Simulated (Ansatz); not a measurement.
Si2H6O: several calculations on one system

## 1. Relaxation

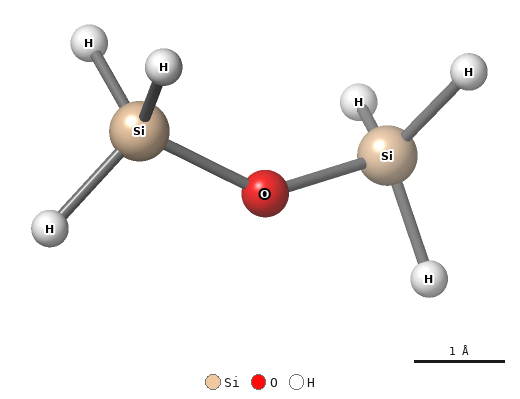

Starting structure of Si$_{2}$H$_{6}$O. The picture is a ball-and-stick view, seen at a tilt.

The run prepares an end point of a later path (reaction) calculation, from a guessed geometry.

Method: Ansatz, RKS BLYP-D4/def2-SVP.

The input:
```yaml
crystal:
  periodic: [false, false, false]
  atoms:
    - { symbol: Si, position_ang: [0.340691, 0.043585, -0.189623] }
    - { symbol: O, position_ang: [0.47377, -0.177354, 1.459561] }
    - { symbol: Si, position_ang: [-0.499928, -0.467444, 2.796054] }
    - { symbol: H, position_ang: [-1.592694, -1.439434, 2.445938] }
    - { symbol: H, position_ang: [0.350637, -1.043878, 3.883497] }
    - { symbol: H, position_ang: [-1.124109, 0.808547, 3.283992] }
    - { symbol: H, position_ang: [1.78662, 0.093424, -0.355131] }
    - { symbol: H, position_ang: [-0.366869, 1.312422, -0.567966] }
    - { symbol: H, position_ang: [-0.326519, -1.110568, -0.880021] }
basis:
  gaussian: { orbitals: def2-SVP }
hamiltonian:
  xc: blyp
  dispersion: d4
relax:
  f_tol: 0.03
  max_steps: 50
```

Command:
```bash
ansatz run input.yaml --threads 1 --pin off --max-ram 2048MiB --backend cpu --events-out ev --progress --plain --runs-dir out
```

> Where does the relaxation end?

The largest move after the best rigid fit is that of H7, 0.28 Å. By element the largest moves are H 0.28 Å, O 0.11 Å, Si 0.07 Å. Near-neighbour distances that change, for instance: Si1–H7 1.456 → 1.498 Å, O2–Si3 1.679 → 1.673 Å, Si1–O2 1.669 → 1.674 Å. Bond angles that change, for instance: O2–Si1–H7 92.2° → 108.1°, Si1–O2–Si3 139.7° → 147.2°, H7–Si1–H9 114.5° → 109.5°. Over 6 geometry steps the energy falls by 5.01 kcal/mol. The largest force component goes from 1.1 to 0.021 eV/Å. The forces were under the threshold at step 4, but the run went on from there.

The structure at the end:

```xyz
9

Si    0.4058    0.0502   -0.1787
O     0.3806   -0.2403    1.4698
Si   -0.5472   -0.4924    2.8394
H    -1.5806   -1.5561    2.5910
H     0.3625   -0.9311    3.9461
H    -1.2444    0.7766    3.2416
H     1.8346    0.0572   -0.6289
H    -0.2236    1.3794   -0.4904
H    -0.3461   -1.0242   -0.9137
```

After the run, drawn alike:

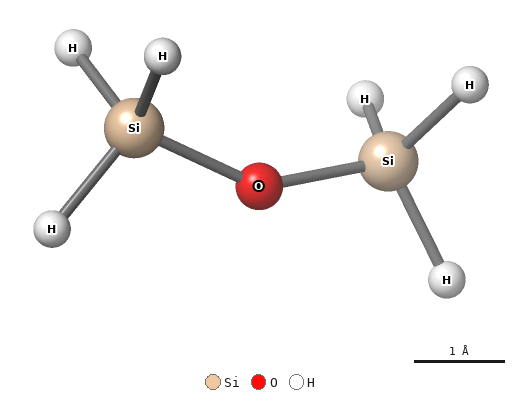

## 2. Relaxation

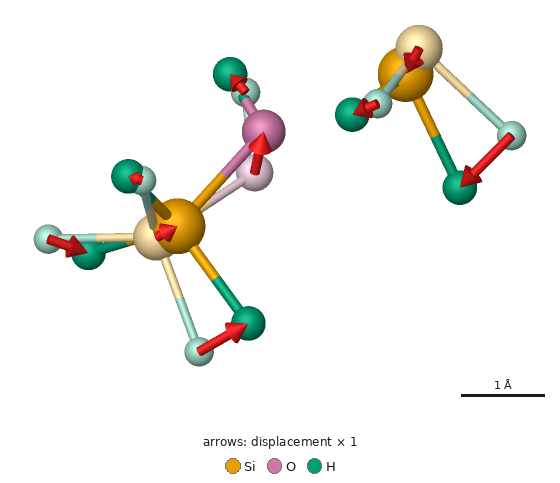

This is a relaxation of Si2H6O. The starting structure is drawn faded, the final one solid; red arrows show the displacements, at their true length. The two geometries are superimposed by the best rigid fit.

The picture is a ball-and-stick view, seen from a free direction.

The run prepares an end point of a later path (reaction) calculation, from a guessed geometry.

Method: RKS BLYP-D4/def2-SVP in Ansatz 0.2.0.

Input file:
```yaml
crystal:
  periodic: [false, false, false]
  atoms:
    - { symbol: Si, position_ang: [0.012844, -0.046368, -1.125896] }
    - { symbol: O, position_ang: [0.831507, 0.256147, 1.59749] }
    - { symbol: Si, position_ang: [-0.132852, -0.513197, 2.779852] }
    - { symbol: H, position_ang: [-0.874327, -1.688142, 2.211526] }
    - { symbol: H, position_ang: [0.72383, -0.981148, 3.922429] }
    - { symbol: H, position_ang: [-1.082308, 0.541065, 3.24597] }
    - { symbol: H, position_ang: [1.471509, -0.310621, 1.092245] }
    - { symbol: H, position_ang: [-0.576667, 1.381924, -1.252498] }
    - { symbol: H, position_ang: [-1.331937, -0.620359, -0.594817] }
basis:
  gaussian: { orbitals: def2-SVP }
hamiltonian:
  xc: blyp
  dispersion: d4
relax:
  f_tol: 0.03
  max_steps: 50
output:
  orbitals: {}
```

Run as
```bash
ansatz run input.yaml --threads 1 --pin off --max-ram 2048MiB --backend cpu --events-out ev --progress --plain --runs-dir out
```

Q: Atoms of which element are displaced furthest, and by how much?

A: Hydrogen: up to 0.91 Å, against 0.59 Å for oxygen.

Q: What happened in the run?

A: Over 11 geometry steps the energy falls by 47.1 kJ/mol. The largest force component goes from 0.88 to 0.016 eV/Å. The largest move after the best rigid fit is that of H8, 0.91 Å. Largest moves by element: H 0.91 Å, O 0.59 Å, Si 0.38 Å. Some distances before and after: Si1–O2 2.860 → 2.089 Å, Si1–Si3 3.936 → 3.326 Å, O2–Si3 1.709 → 1.739 Å, O2–H7 0.993 → 0.976 Å. Bond angles that change, for instance: O2–Si3–H5 110.2° → 105.9°. Groups turn about O2–Si3 by about 25°.

Limits of the set-up: the start holds two separate molecules, 2.7 Å apart at their closest, whose relative position is a soft coordinate.

## 3. Path

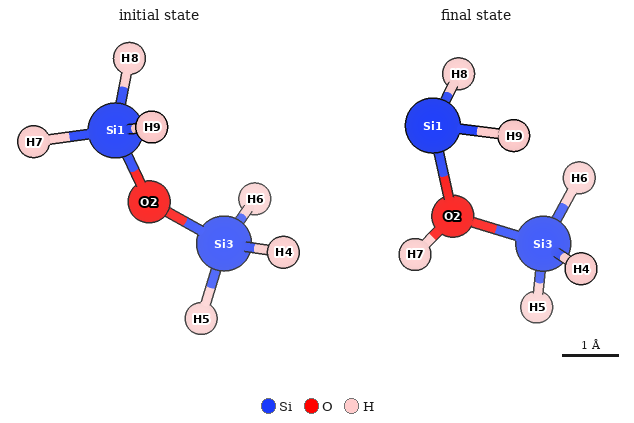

The two relaxed end points of a path for Si2H6O. The picture is a ball-and-stick view, seen from a free direction.

Computed with Ansatz 0.2.0, RKS BLYP-D4/def2-SVP.

Set-up: 9 movable images; climbing image; force threshold 0.05 eV/Å; iteration limit 60.

Start:
```xyz
9

Si    0.4066    0.0508   -0.1783
O     0.3806   -0.2411    1.4699
Si   -0.5480   -0.4931    2.8391
H    -1.5827   -1.5552    2.5894
H     0.3608   -0.9340    3.9456
H    -1.2436    0.7764    3.2421
H     1.8355    0.0564   -0.6281
H    -0.2210    1.3811   -0.4891
H    -0.3465   -1.0219   -0.9144
```

End:
```xyz
9

Si    0.1414    0.1411   -0.7614
O     0.8199   -0.1692    1.1898
Si   -0.3078   -0.5131    2.4685
H    -1.0021   -1.8079    2.2067
H     0.5104   -0.6083    3.7235
H    -1.2371    0.6456    2.4961
H     1.6840   -0.6226    1.1992
H    -0.3946    1.5207   -0.3190
H    -1.1726   -0.5671   -0.3271
```

**What barrier does the band find between them, and by what path?**

The energy climbs by 301.3 kJ/mol to image 6 and then falls by 69.7 kJ/mol, so the end point sits at +231.7 kJ/mol. A hydrogen atom shifts from one atom to another. Breaking: Si1–H7 (1.50 → 1.68 at the top → 2.61 Å). Forming: O2–H7 (2.57 → 1.26 at the top → 0.98 Å). The band converged in 20 iterations. The largest component of the band force went from 4.5 to 0.047 eV/Å. The climbing image converged on the top of the path. Its vibrational analysis gives one imaginary mode (1340i cm⁻¹), as a transition state must have.

Energies of the converged images:

```tsv
image	path (Å)	E (kJ/mol)
0	0.00	0.0
1	0.65	0.2
2	1.31	0.9
3	1.96	1.2
4	2.62	8.1
5	3.27	122.9
6	3.93	301.3
7	4.39	254.5
8	4.85	237.1
9	5.32	232.9
10	5.78	231.7
```

The geometry at the top of the path:

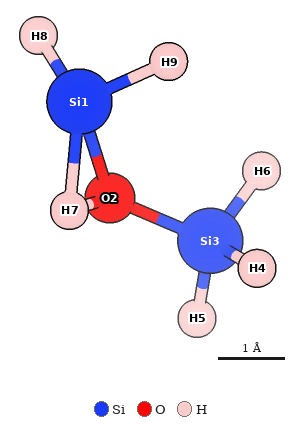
